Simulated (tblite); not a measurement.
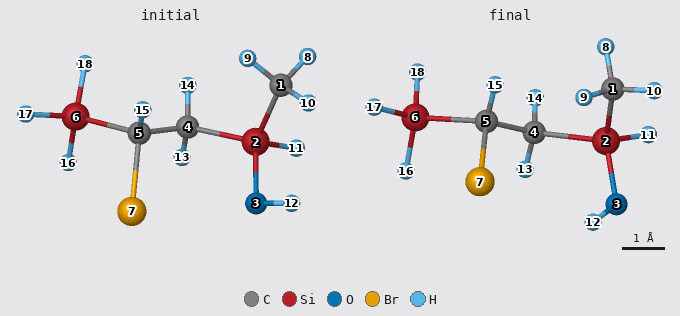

The structure of C₃H₁₁BrOSi₂ before (left) and after (right) a relaxation, at one scale.

Style: ball-and-stick. Shown at a tilt.

Computed with tblite 0.8.0, GFN2-xTB geometry optimisation, gas phase. 

### What changed between the two?

The largest move after the best rigid fit is that of H8, 1.15 Å. By element the largest moves are H 1.15 Å, Br 1.06 Å, O 0.70 Å, C 0.36 Å, Si 0.29 Å. Near-neighbour distances that change, for instance: Si2–O3 1.715 → 1.624 Å, Si2–C4 1.852 → 1.922 Å, C1–Si2 1.839 → 1.900 Å, O3–H12 1.003 → 0.956 Å. Bond angles that change, for instance: Si2–O3–H12 105.4° → 122.1°, C4–C5–Si6 107.6° → 114.5°, C1–Si2–H11 106.9° → 113.3°. Groups turn about Si2–O3 by about 110°, C1–Si2 by about 40°, Si2–C4 by about 30°. Over 209 geometry steps the energy falls by 72.0 kJ/mol.
